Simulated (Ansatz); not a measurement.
## Run report: TiHCl2F2, frequency calculation

- system: TiHCl2F2, multiplicity 2
- method: UKS PBE-D4/def2-SVP (Ansatz 0.2.0)

It belongs to a series of runs on one base structure; here: vibrations at the highest image of the band. Figures and captions count atoms from 1; the log counts them from 0 in places.

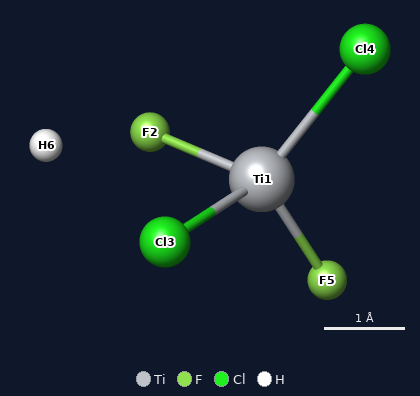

The input geometry (ball-and-stick view, seen at a tilt; atoms are numbered from 1 in the order of the input). Sticks mark near contacts. Bond lengths as drawn: Cl–Ti 2.19 to 2.20 Å and F–Ti 1.74 to 1.84 Å.

Input
```yaml
crystal:
  periodic: [false, false, false]
  atoms:
    - { symbol: Ti, position_ang: [-0.199898, 0.027404, 0.040983] }
    - { symbol: F, position_ang: [-0.346574, 0.096679, 1.870912] }
    - { symbol: Cl, position_ang: [1.990671, -0.109723, 0.002468] }
    - { symbol: Cl, position_ang: [-0.962366, 1.852352, -0.904574] }
    - { symbol: F, position_ang: [-0.937373, -1.433274, -0.552503] }
    - { symbol: H, position_ang: [0.712241, 0.007162, 2.734917] }
magnetization:
  spin_polarized: true
  initial_magnetization: 1
basis:
  gaussian: { orbitals: def2-SVP }
hamiltonian:
  xc: pbe
  dispersion: d4
phonons: {}
```

Run on 4 threads of Arm Neoverse V2, 24 GiB of memory available, shared host.

Run as:
```bash
ansatz run input.yaml --threads 4 --pin off --max-ram 5120MiB --backend cpu --events-out ev --progress --plain --runs-dir out
```

Output
```
Engine: ansatz 0.2.0, aarch64-unknown-linux-gnu
Functional definition: PBE
  parameter kappa = 0.804
  parameter beta = 0.06672455060314922
  exchange = pbe_x(kappa = kappa, mu = beta*pi^2/3)
  correlation = pbe_c(beta = beta)
1124 factors; their error is unknown
mean field evaluation 1: about -53574.2325 eV, gradient 3.1e1 eV
mean field evaluation 2: about -53525.9177 eV, gradient 9.2e1 eV
mean field evaluation 4: about -53578.5360 eV, gradient 1.0e1 eV
mean field evaluation 8: about -53579.2320 eV, gradient 7.6e-1 eV
mean field evaluation 16: about -53579.1844 eV, gradient 2.2e-2 eV
mean field evaluation 32: about -53578.9137 eV, gradient 2.6e0 eV
mean field -53579.18442126 eV, -1968.9987102056 hartree, gradient 2.8e-5 eV, S^2 0.757273; 5 other end points of the search recorded, 0 dependent functions left out
the calculation of the forces begins
reference -53579.18451803 eV, -1968.9987137619 hartree; 38, 37 occupied and 62, 63 virtual orbitals, 1124 factors
these checks for a lower state are left out or cut short: stability, starts, cluster_reference, orbital_swaps, neighbouring_geometries, increment
1124 factors; their error is unknown
mean field -53579.18432979 eV, -1968.9987068441 hartree, gradient 2.6e-6 eV, S^2 0.757254; 0 other end points of the search recorded, 0 dependent functions left out
[... from here on the field's lines of each further geometry are left out, up to the last ...]
the calculation of the forces begins
reference -53579.18453345 eV, -1968.9987143285 hartree; 38, 37 occupied and 62, 63 virtual orbitals, 1124 factors
these checks for a lower state are left out or cut short: stability, starts, cluster_reference, orbital_swaps, neighbouring_geometries, increment
1124 factors; their error is unknown
mean field evaluation 256: about -53579.1844 eV, gradient 3.9e-2 eV
mean field -53579.18441139 eV, -1968.9987098429 hartree, gradient 2.0e-6 eV, S^2 0.757282; 0 other end points of the search recorded, 0 dependent functions left out
the calculation of the forces begins
reference -53579.18450815 eV, -1968.9987133989 hartree; 38, 37 occupied and 62, 63 virtual orbitals, 1124 factors
WARN: phonons: modes at or below zero, which the zero-point energy, F, S and C_V leave out: 1, the lowest at -1084.17 cm⁻¹. A minimum has none, and a first-order saddle one
Total energy: -53579.35413098 eV, -1969.0049469229 hartree
Atom 0 at    -0.199898     0.027404     0.040983 Å, force    -0.003120     0.001205    -0.000233 eV/Å
Atom 1 at    -0.346574     0.096679     1.870912 Å, force    -0.006620     0.000817    -0.002601 eV/Å
Atom 2 at     1.990671    -0.109723     0.002468 Å, force     0.002071    -0.000222     0.001156 eV/Å
Atom 3 at    -0.962366     1.852352    -0.904574 Å, force     0.000822    -0.001336     0.000679 eV/Å
Atom 4 at    -0.937373    -1.433274    -0.552503 Å, force    -0.000225    -0.000578    -0.001761 eV/Å
Atom 5 at     0.712241     0.007162     2.734917 Å, force     0.007071     0.000113     0.002760 eV/Å
Dipole moment:    -0.052281    -0.017273     0.172316 e Å
Vibrations: -1084.17 80.38 113.67 133.66 157.69 168.46 312.29 413.70 416.92 508.51 709.84 788.77 cm⁻¹, zero-point energy 0.235811 eV
```

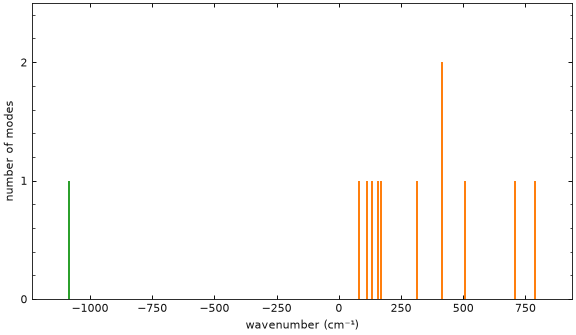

Harmonic vibrational wavenumbers from the force constants; neighbouring modes closer than 9 cm⁻¹ are counted in one stick, and imaginary ones are drawn at negative wavenumbers. 12 modes from 1084i to 789 cm⁻¹, 1 imaginary beyond 8i (1084i cm⁻¹): a first-order saddle point, if the geometry is stationary.

Results in brief

- outcome: converged
- total energy: −53579.3541 eV
- mean-field energy: −53579.1845 eV
- ⟨S²⟩: 0.757
- largest force (length of the vector): 0.008 eV/Å
- wall time: 37 s (CPU time 2.4 min)
- peak memory: 0.21 GiB
